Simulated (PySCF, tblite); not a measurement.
**1-chloro-2,5-difluorobenzene (C6H3ClF2): dynamics, then NMR shifts on frames, part 1 of 2**

How do NMR shifts of 1-chloro-2,5-difluorobenzene (C6H3ClF2) (`Fc1ccc(F)c(Cl)c1`) change as the atoms move?

Programs: tblite 0.8.0 and PySCF 2.14.0, with density-fitted response routines of our own. Each step states its level of theory. These are calculated values for one molecule in the gas phase, unless marked as measured. Atoms are numbered from 0 throughout.

### Step 1. The starting structure

12 atoms, charge 0, multiplicity 1; geometry from: GFN2-xTB.

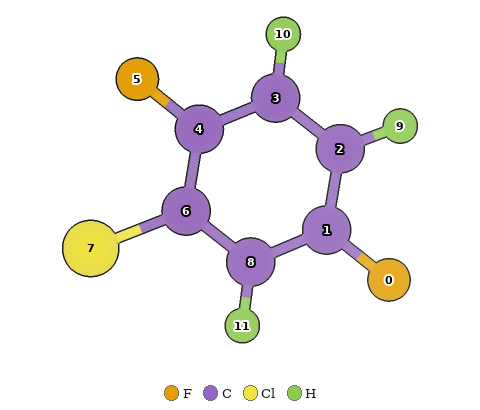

The starting geometry (fluorine amber, carbon purple, chlorine yellow, hydrogen green), atoms numbered.

### Step 2. A short Langevin run with GFN2-xTB

Job settings and geometry (Å):

```
{"job": {"kind": "md", "xc": "GFN2-xTB", "basis": "xTB", "temperature": 200, "steps": 2000, "every": 50, "frames": 5}, "charge": 0, "multiplicity": 1}
F     -1.958360    -1.905482     0.047533
C     -1.014601    -0.949535     0.023758
C     -1.400714     0.379411     0.031748
C     -0.419814     1.354243     0.005645
C      0.913587     0.986536    -0.026756
F      1.851718     1.945728    -0.051549
C      1.294657    -0.352822    -0.033079
Cl     2.959947    -0.787556    -0.070527
C      0.314651    -1.333394    -0.008388
H     -2.446382     0.638017     0.058638
H     -0.673254     2.402083     0.009956
H      0.579765    -2.377915    -0.013006
```

Level: GFN2-xTB Langevin dynamics, gas phase.

Run with:

```console
OMP_NUM_THREADS=1 python probes_run.py task.json out
```

The driver reads the jobs from task.json and runs them one after another.

Standard output:

```text
t/fs     T/K      E/eV
    0.0   174.3   -772.31218
   25.0   128.7   -772.15800
   50.0   172.2   -772.09394
   75.0   174.1   -772.13704
  100.0    96.4   -772.05583
  125.0   113.5   -772.10294
  150.0   148.3   -772.17971
  175.0   151.1   -772.13362
  200.0   140.5   -772.15696
  225.0   180.2   -772.21027
  250.0   164.8   -772.14408
  275.0   171.6   -772.07462
  300.0   174.4   -772.09176
  325.0   223.0   -772.11527
  350.0   161.3   -772.05406
  375.0   178.7   -772.18029
  400.0   244.1   -772.16333
  425.0   275.2   -772.12678
  450.0   217.8   -772.08792
  475.0   265.2   -772.01942
  500.0   220.2   -771.98875
  525.0   228.8   -772.06569
  550.0   231.7   -772.15005
  575.0   135.7   -771.97383
  600.0   223.1   -772.06615
  625.0   200.6   -771.96849
  650.0   191.7   -772.02453
  675.0   165.5   -772.11604
  700.0   200.7   -772.08863
  725.0   224.2   -772.13036
  750.0   136.8   -772.06465
  775.0   184.7   -772.16712
  800.0   112.4   -772.10218
  825.0   155.5   -772.15825
  850.0   126.1   -772.17923
  875.0   126.3   -772.13077
  900.0   109.6   -772.15261
  925.0   140.6   -772.15018
  950.0   151.6   -772.10360
  975.0   113.3   -772.06830
 1000.0   137.9   -772.12008
```

Wall time 10 s (1 thread of Intel Xeon Platinum 8488C, shared host); peak memory 0.18 GiB.

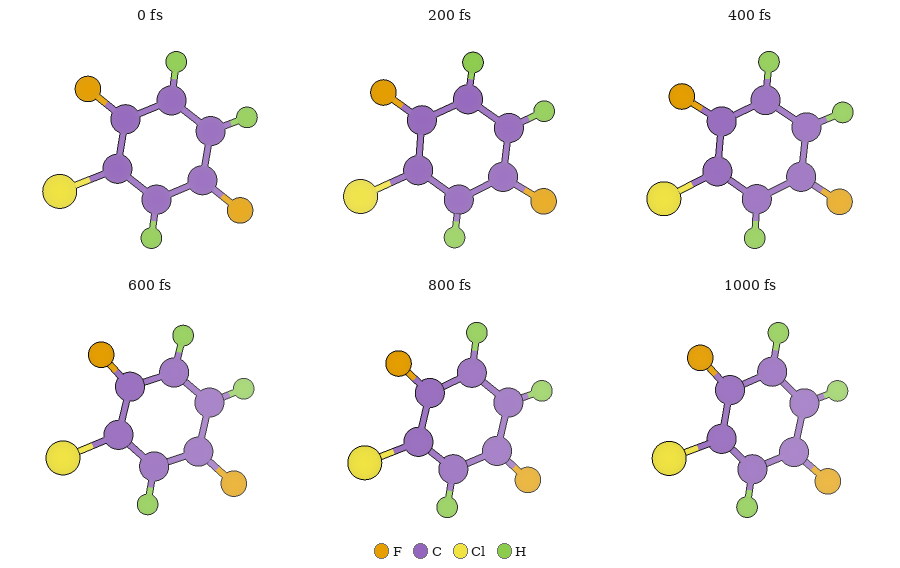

Frames of the run.

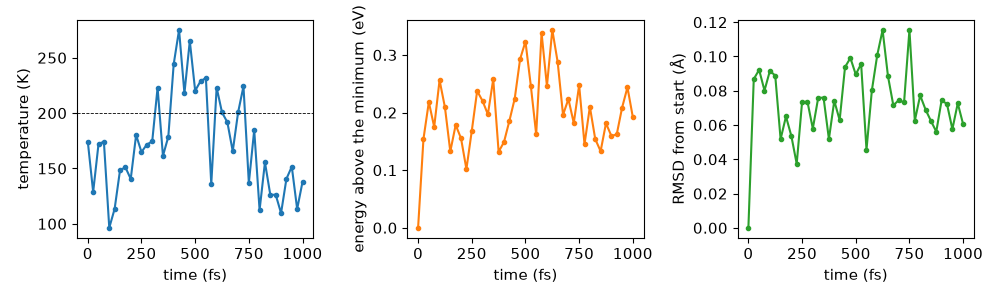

Temperature, potential energy and distance from the start.

Positions (Å) and forces (eV/Å) at 1000 fs:

```xyz
12

F    -2.040   -2.284    1.349    0.470   -0.026   -0.034
C    -1.184   -1.344    0.892   -1.151    0.495    0.353
C    -1.629   -0.035    0.906   -0.652    0.270    0.527
C    -0.826    0.966    0.406   -0.340    0.412    0.538
C     0.413    0.619   -0.074    0.363    1.306   -1.194
F     1.149    1.630   -0.626   -0.143   -0.618    0.350
C     0.807   -0.693   -0.210    1.549    0.280   -0.294
Cl    2.344   -1.024   -1.052   -0.996   -0.014    0.631
C     0.035   -1.661    0.380    0.371   -1.034   -0.681
H    -2.596    0.178    1.350    0.138    0.013   -0.220
H    -1.124    2.016    0.432    0.108   -0.466   -0.045
H     0.308   -2.684    0.287    0.282   -0.617    0.069
```

### Step 3. Shielding tensors: 250 fs, PBE0/pcSseg-1

Job settings and geometry (Å):

```
{"job": {"kind": "nmr", "xc": "PBE0", "basis": "pcSseg-1", "pop": false}, "charge": 0, "multiplicity": 1}
F     -2.294500    -1.709200     0.382300
C     -1.339500    -0.815500     0.229400
C     -1.624100     0.514400     0.234000
C     -0.601900     1.449000     0.019900
C      0.705400     0.971100     0.048200
F      1.718700     1.843100    -0.077200
C      1.013800    -0.386000     0.152800
Cl     2.596400    -0.983700     0.186600
C     -0.036700    -1.267100     0.190500
H     -2.663600     0.786500     0.220300
H     -0.827600     2.523400    -0.019500
H      0.177600    -2.312100     0.121600
```

Level: GIAO PBE0/pcSseg-1 NMR shielding, non-relativistic, gas phase.

Standard output:

```text
coarse grid: 12176 points
cycle   1  E = -889.5087835037  dE =  1.806e+00  |g| = 6.037e-01  |ddm| = 3.726e+00
cycle   2  E = -889.4541607797  dE =  5.462e-02  |g| = 8.399e-01  |ddm| = 1.280e+00
cycle   3  E = -889.5712954198  dE = -1.171e-01  |g| = 1.009e-01  |ddm| = 8.353e-01
cycle   4  E = -889.5731770200  dE = -1.882e-03  |g| = 4.747e-02  |ddm| = 1.465e-01
cycle   5  E = -889.5737104717  dE = -5.335e-04  |g| = 1.321e-02  |ddm| = 5.869e-02
cycle   6  E = -889.5737478837  dE = -3.741e-05  |g| = 3.854e-03  |ddm| = 1.547e-02
cycle   7  E = -889.5737512758  dE = -3.392e-06  |g| = 1.179e-03  |ddm| = 4.805e-03
final grid: 118320 points
cycle   8  E = -889.6367472701  dE = -3.466e-05  |g| = 7.641e-03  |ddm| = 3.764e-02
cycle   9  E = -889.6367354144  dE =  1.186e-05  |g| = 1.110e-02  |ddm| = 1.827e-02
cycle  10  E = -889.6367598378  dE = -2.442e-05  |g| = 1.093e-03  |ddm| = 1.137e-02
cycle  11  E = -889.6367600109  dE = -1.731e-07  |g| = 2.460e-04  |ddm| = 1.199e-03
cycle  12  E = -889.6367600213  dE = -1.043e-08  |g| = 9.643e-05  |ddm| = 3.519e-04
cycle  13  E = -889.6367600234  dE = -2.058e-09  |g| = 3.642e-05  |ddm| = 1.264e-04
cycle  14  E = -889.6367600237  dE = -3.399e-10  |g| = 8.353e-06  |ddm| = 4.221e-05
converged SCF energy = -889.6367600237

GIAO shielding tensors (ppm)
atom      isotropic    diamagn.    paramagn.     s11        s22        s33       span
  0 F      301.265     476.322    -175.057    232.018    293.595    378.181    146.163
  1 C       23.928     252.498    -228.570    -62.524     41.870     92.438    154.961
  2 C       67.330     256.839    -189.508    -13.515     47.184    168.323    181.838
  3 C       62.931     257.633    -194.702    -21.456     45.068    165.179    186.635
  4 C       21.110     245.421    -224.311    -52.040     27.760     87.610    139.649
  5 F      294.848     473.241    -178.393    210.638    286.371    387.534    176.896
  6 C       54.921     257.847    -202.925    -22.952     55.557    132.159    155.111
  7 Cl     760.371    1145.733    -385.362    583.711    739.788    957.615    373.904
  8 C       61.196     252.747    -191.552    -15.367     50.978    147.976    163.343
  9 H       24.762      29.315      -4.553     21.287     25.724     27.274      5.987
 10 H       23.859      28.973      -5.114     20.294     24.897     26.384      6.090
 11 H       24.593      30.465      -5.871     19.938     23.997     29.846      9.908
```

It took 17 s on 1 thread of Intel Xeon Platinum 8488C, shared host; peak memory 0.77 GiB.

Shifts follow as δ = σ(reference) − σ, with reference shieldings (ppm) from runs at the same level and on the same kind of geometry: 1H TMS 31.72, 13C TMS 186.9, 19F CFCl3 170.9, 35Cl HCl 950. The references are single molecules in the gas phase, so shifts against H2O, NH3, PH3, H3PO4 or CFCl3 are not on the usual liquid scales and can be off by tens of ppm. Each atom is listed at this fixed geometry, with no averaging over motion; a spectrum would average atoms that exchange fast.

| atoms | environment | σ (ppm) | δ (ppm) |
| --- | --- | --- | --- |
| C4 | aromatic carbon bearing fluorine | 21.1 | 165.8 |
| C1 | aromatic carbon bearing fluorine | 23.9 | 163.0 |
| C6 | aromatic carbon bearing chlorine | 54.9 | 132.0 |
| C8 | aromatic CH | 61.2 | 125.7 |
| C3 | aromatic CH | 62.9 | 124.0 |
| C2 | aromatic CH | 67.3 | 119.6 |
| H10 | hydrogen on an aromatic CH | 23.86 | 7.86 |
| H11 | hydrogen on an aromatic CH | 24.59 | 7.12 |
| H9 | hydrogen on an aromatic CH | 24.76 | 6.96 |
| F5 | aryl fluorine | 294.8 | -123.9 |
| F0 | aryl fluorine | 301.3 | -130.3 |
| Cl7 | chlorine bonded to C | 760 | 189 |

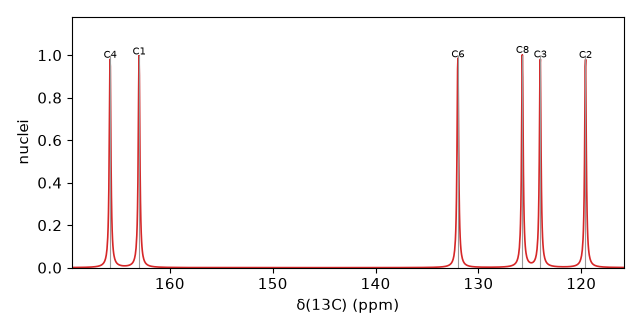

13C lines at the computed shifts, without couplings. Lines are broadened to a width of 0.18 ppm (Lorentzian).

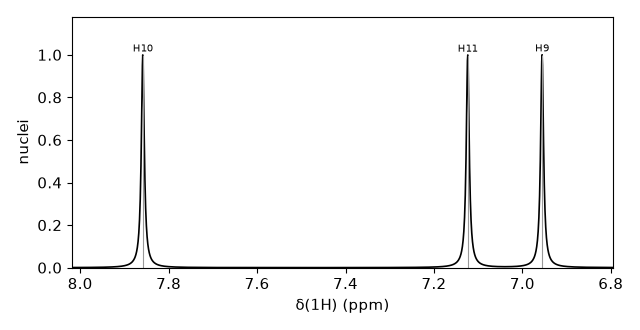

1H lines at the computed shifts, without couplings. Lines are broadened to a width of 0.01 ppm (Lorentzian).

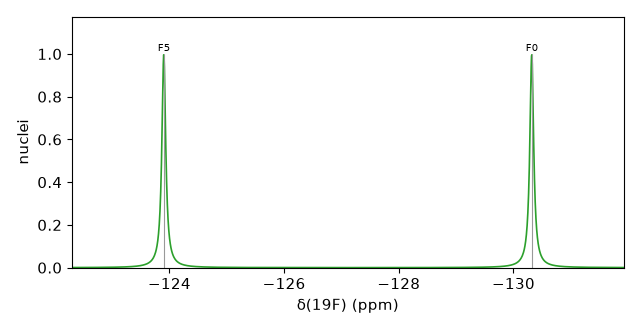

19F lines at the computed shifts, without couplings. Lines are broadened to a width of 0.08 ppm (Lorentzian).

Ring of atoms C1, C2, C3, C4, C6, C8: NICS(0) -11.6, NICS(1) -11.0, NICS(1)zz -25.5 ppm (means of both faces).

### Step 4. Nuclear shieldings: 425 fs, PBE0/pcSseg-1

Job settings and geometry (Å):

```
{"job": {"kind": "nmr", "xc": "PBE0", "basis": "pcSseg-1", "pop": false}, "charge": 0, "multiplicity": 1}
F     -2.359100    -1.884200     0.901000
C     -1.433700    -0.961800     0.565900
C     -1.739000     0.424400     0.556600
C     -0.775500     1.351400     0.276200
C      0.513200     0.900800     0.073800
F      1.483000     1.830000    -0.127000
C      0.836200    -0.481900     0.025400
Cl     2.470800    -1.071000    -0.236600
C     -0.155500    -1.398000     0.264200
H     -2.785200     0.698800     0.785200
H     -1.021200     2.427300     0.250800
H      0.147800    -2.466800     0.265700
```

With the program's defaults for keys left out, this is: GIAO PBE0/pcSseg-1 NMR shielding, non-relativistic, gas phase.

Standard output:

```text
coarse grid: 12176 points
cycle   1  E = -889.5008451685  dE =  1.577e+00  |g| = 6.275e-01  |ddm| = 3.657e+00
cycle   2  E = -889.4257837875  dE =  7.506e-02  |g| = 9.246e-01  |ddm| = 1.394e+00
cycle   3  E = -889.5703990449  dE = -1.446e-01  |g| = 9.900e-02  |ddm| = 9.187e-01
cycle   4  E = -889.5721184904  dE = -1.719e-03  |g| = 5.026e-02  |ddm| = 1.388e-01
cycle   5  E = -889.5727198038  dE = -6.013e-04  |g| = 1.410e-02  |ddm| = 6.119e-02
cycle   6  E = -889.5727635617  dE = -4.376e-05  |g| = 4.055e-03  |ddm| = 1.555e-02
cycle   7  E = -889.5727673080  dE = -3.746e-06  |g| = 1.298e-03  |ddm| = 5.013e-03
final grid: 118320 points
cycle   8  E = -889.6364189839  dE = -3.018e-05  |g| = 8.191e-03  |ddm| = 3.545e-02
cycle   9  E = -889.6364035010  dE =  1.548e-05  |g| = 1.241e-02  |ddm| = 1.930e-02
cycle  10  E = -889.6364331233  dE = -2.962e-05  |g| = 1.043e-03  |ddm| = 1.216e-02
cycle  11  E = -889.6364332841  dE = -1.608e-07  |g| = 2.158e-04  |ddm| = 1.075e-03
cycle  12  E = -889.6364332922  dE = -8.173e-09  |g| = 6.475e-05  |ddm| = 2.398e-04
cycle  13  E = -889.6364332931  dE = -8.472e-10  |g| = 2.425e-05  |ddm| = 8.554e-05
converged SCF energy = -889.6364332931

GIAO shielding tensors (ppm)
atom      isotropic    diamagn.    paramagn.     s11        s22        s33       span
  0 F      289.002     476.287    -187.285    214.000    295.514    357.493    143.492
  1 C       16.938     253.010    -236.072    -66.290     32.285     84.820    151.110
  2 C       62.529     256.262    -193.733    -16.954     41.868    162.672    179.626
  3 C       65.359     257.418    -192.059    -19.279     50.324    165.031    184.310
  4 C       19.458     245.229    -225.771    -51.453     24.939     84.887    136.339
  5 F      286.148     473.990    -187.842    203.915    291.080    363.448    159.533
  6 C       48.801     257.936    -209.135    -23.919     50.184    120.139    144.058
  7 Cl     703.802    1145.787    -441.985    509.899    616.396    985.112    475.214
  8 C       58.527     252.526    -193.998    -16.745     49.260    143.067    159.812
  9 H       24.149      27.927      -3.778     20.436     25.341     26.670      6.234
 10 H       23.736      28.902      -5.166     19.888     25.024     26.296      6.408
 11 H       23.642      28.856      -5.213     18.560     23.625     28.742     10.182
```

It took 16 s on 1 thread of Intel Xeon Platinum 8488C, shared host; peak memory 0.79 GiB.

This run: δ C1 170.0, C4 167.5, C6 138.1, C8 128.4, H11 8.07, H10 7.98 ppm.

(Continued in part 2 of 2.)
